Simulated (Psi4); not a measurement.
**PBE0/def2-QZVPD (density fitting, core potential, sweep point 6) run of SiH4Te (SMILES [SiH3][TeH])**

What is the energy change on altering one bond length of SiH4Te at PBE0/def2-QZVPD (density fitting, core potential, sweep point 6)? Input form: a Python script.

Program for the calculation: Psi4 1.11.

## 1. The molecule

SiH4Te: 6 atoms, total charge 0, spin state singlet. As SMILES, `[SiH3][TeH]`. The shape is that of a PBE0-D4/def2-TZVP optimisation.

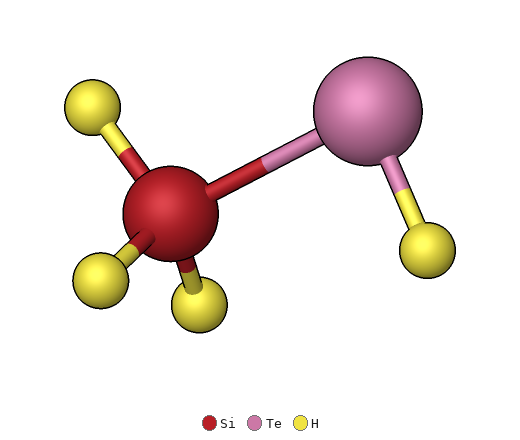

The structure, seen from a chosen angle (silicon red, tellurium pink, hydrogen yellow).

## 2. The energy at PBE0/def2-QZVPD (density fitting, core potential, sweep point 6)

run.py reads:

```python
import psi4

psi4.set_memory(1600000000)
psi4.set_num_threads(1)
psi4.core.set_output_file('h4site.out', False)

geom = psi4.geometry("""
0 1
Si    -0.296600    -0.269700    -0.519700
Te    -0.105900     0.800200     1.725000
H      0.381100    -1.589500    -0.550900
H     -1.754100    -0.446400    -0.735900
H      0.269400     0.597600    -1.582500
H      1.548100     0.843900     1.617900
units angstrom
symmetry c1
""")

options = {'puream': True, 'scf_type': 'df', 'dft_radial_points': 99, 'dft_spherical_points': 590}
psi4.set_options(options)

e, wfn = psi4.energy("pbe0/def2-QZVPD", return_wfn=True)
print('E =', round(e, 9))
```

The run is started by

```console
python run.py
```

h4site.out:

```text
[...]
    !!!  WARNING: ECP capability is in beta. Please check occupations closely.  !!!
[...]
  Running in c1 symmetry.
[...]
  Nuclear repulsion =  109.024305306250696
[...]
  Multiplicity = 1
[...]
  Nalpha       = 21
  Nbeta        = 21
[...]
    Number of basis functions: 299
[...]
   @DF-RKS iter   1:  -559.06371539567544   -1.36642e+00   4.07910e-03 ADIIS/DIIS
[...]
   @DF-RKS iter   9:  -559.83289445303399   -3.62682e-07   8.70335e-07 DIIS
[...]
    Orbital Energies [Eh]
    ---------------------
    Doubly Occupied:
       1A    -66.262872     2A     -6.315289     3A     -5.346020
       4A     -4.440283     5A     -4.437069     6A     -4.430261
       7A     -3.680871     8A     -3.678853     9A     -3.678630
      10A     -1.618763    11A     -1.617156    12A     -1.610719
      13A     -1.607944    14A     -1.607136    15A     -0.661750
      16A     -0.547128    17A     -0.391569    18A     -0.374257
      19A     -0.357695    20A     -0.313331    21A     -0.241487
[...]
  @DF-RKS Final Energy:  -559.83289445303399
   => Energetics <=
    Nuclear Repulsion Energy =            109.0243053062506959
    One-Electron Energy =               -1088.3083387516721814
    Two-Electron Energy =                 452.1219322388781734
    DFT Exchange-Correlation Energy =     -32.6707932464905824
    Empirical Dispersion Energy =           0.0000000000000000
    VV10 Nonlocal Energy =                  0.0000000000000000
    Total Energy =                       -559.8328944530339868
[...]
 Multipole Moments:
 ------------------------------------------------------------------------------------
     Multipole            Electronic (a.u.)      Nuclear  (a.u.)        Total (a.u.)
 ------------------------------------------------------------------------------------
 L = 1.  Multiply by 2.5417464519 to convert [e a0] to [Debye]
 Dipole X            :          1.2771932           -1.2183312            0.0588620
 Dipole Y            :         18.8455425          -18.9298672           -0.0843247
 Dipole Z            :         39.7936970          -39.9793820           -0.1856850
 Magnitude           :                                                    0.2122600
[...]
```

The script printed:

```text
E = -559.832894453
```

Run time: 92 s. Hardware: 1 thread of Intel Xeon Platinum 8259CL at 2.50GHz (Skylake/Cascade Lake), shared host; peak memory 1.3 GiB.

## 3. The distorted shape

h4site.py reads:

```python
import psi4

psi4.set_memory(1600000000)
psi4.set_num_threads(1)
psi4.core.set_output_file('psi4.out', False)

molecule = psi4.geometry("""
0 1
Si    -1.123640    -0.291551    -0.466147
Te    -0.932940     0.778349     1.778553
H     -0.445940    -1.611351    -0.497347
H     -2.581140    -0.468251    -0.682347
H     -0.557640     0.575749    -1.528947
H      1.548100     0.843900     1.617900
symmetry c1
""")

psi4.set_options({
    'basis': 'def2-QZVPD',
    'puream': True,
    'scf_type': 'df',
    'dft_radial_points': 99,
    'dft_spherical_points': 590,
})

e_tot = psi4.energy('pbe0')
print(f'pbe0 energy: {e_tot:.10f} Eh')
for k, v in sorted(psi4.core.scalar_variables().items()):
    print(f'{k:45s} {v:18.10f}')
```

The run is started by

```console
python h4site.py
```

psi4.out:

```text
[...]
    !!!  WARNING: ECP capability is in beta. Please check occupations closely.  !!!
[...]
  Running in c1 symmetry.
[...]
  Nuclear repulsion =  106.059206200495979
[...]
  Multiplicity = 1
[...]
  Nalpha       = 21
  Nbeta        = 21
[...]
    Number of basis functions: 299
[...]
   @DF-RKS iter   1:  -558.61782908075838   -1.01802e+00   4.48372e-03 ADIIS/DIIS
[...]
   @DF-RKS iter  10:  -559.75513452774635   -1.61219e-07   3.52042e-07 DIIS
[...]
    Orbital Energies [Eh]
    ---------------------
    Doubly Occupied:
       1A    -66.265749     2A     -6.332299     3A     -5.348818
       4A     -4.459620     5A     -4.452914     6A     -4.445310
       7A     -3.683737     8A     -3.681660     9A     -3.681357
      10A     -1.635329    11A     -1.634527    12A     -1.627574
      13A     -1.622122    14A     -1.621254    15A     -0.647912
      16A     -0.542879    17A     -0.381794    18A     -0.375727
      19A     -0.321565    20A     -0.305137    21A     -0.245218
[...]
  @DF-RKS Final Energy:  -559.75513452774635
   => Energetics <=
    Nuclear Repulsion Energy =            106.0592062004959786
    One-Electron Energy =               -1082.0965237584052829
    Two-Electron Energy =                 448.8648890621757914
    DFT Exchange-Correlation Energy =     -32.5827060320127870
    Empirical Dispersion Energy =           0.0000000000000000
    VV10 Nonlocal Energy =                  0.0000000000000000
    Total Energy =                       -559.7551345277463497
[...]
 Multipole Moments:
 ------------------------------------------------------------------------------------
     Multipole            Electronic (a.u.)      Nuclear  (a.u.)        Total (a.u.)
 ------------------------------------------------------------------------------------
 L = 1.  Multiply by 2.5417464519 to convert [e a0] to [Debye]
 Dipole X            :         -0.1428350           -0.0640294           -0.2068644
 Dipole Y            :         18.7861473          -18.8993697           -0.1132224
 Dipole Z            :         39.8389593          -40.0541260           -0.2151667
 Magnitude           :                                                    0.3192317
[...]
```

On the terminal:

```text
pbe0 energy: -559.7551345277 Eh
CURRENT ENERGY                                   -559.7551345277
CURRENT REFERENCE ENERGY                         -559.7551345277
DD SOLVATION ENERGY                                 0.0000000000
DFT FUNCTIONAL TOTAL ENERGY                      -559.7551345277
DFT TOTAL ENERGY                                 -559.7551345277
DFT VV10 ENERGY                                     0.0000000000
DFT XC ENERGY                                     -32.5827060320
GRID ELECTRONS ALPHA                               20.9999999426
GRID ELECTRONS BETA                                20.9999999426
GRID ELECTRONS TOTAL                               41.9999998853
NUCLEAR REPULSION ENERGY                          106.0592062005
ONE-ELECTRON ENERGY                             -1082.0965237584
PCM POLARIZATION ENERGY                             0.0000000000
PE ENERGY                                           0.0000000000
SCF ITERATION ENERGY                             -559.7551345277
SCF ITERATIONS                                     10.0000000000
SCF TOTAL ENERGY                                 -559.7551345277
TWO-ELECTRON ENERGY                               448.8648890622
XC GRID RADIAL POINTS                              99.0000000000
XC GRID SPHERICAL POINTS                          590.0000000000
XC GRID TOTAL POINTS                           339235.0000000000
```

It took 1.7 min on 1 thread of Intel Xeon Platinum 8259CL at 2.50GHz (Skylake/Cascade Lake), shared host; peak memory 1.2 GiB.

## 4. Results

At PBE0/def2-QZVPD (density fitting, core potential, sweep point 6):

| quantity | value |
| --- | --- |
| first shape: total energy | -559.83289 Eh |
| first shape: dipole moment | 0.54 D |
| first shape: HOMO energy | -6.57 eV |
| first shape: LUMO energy | -0.87 eV |
| first shape: HOMO–LUMO gap | 5.70 eV |
| distorted shape: total energy | -559.75513 Eh |
| distorted shape: dipole moment | 0.81 D |
| distorted shape: HOMO energy | -6.67 eV |
| distorted shape: LUMO energy | -3.57 eV |
| distorted shape: HOMO–LUMO gap | 3.10 eV |
| energy change with the Te2–H6 bond stretched from 1.658 to 2.487 Å | 2.116 eV |

**Reading.** One bond (distorted shape) is far stretched, which a spin-restricted single reference describes badly; a broken-symmetry solution may lie lower. With the Te2–H6 bond stretched from 1.658 to 2.487 Å the energy rises by 2.12 eV (204 kJ/mol). The first shape isn't relaxed at this level, so the change isn't measured from a minimum. A restricted reference can't describe the breaking bond well at this length.
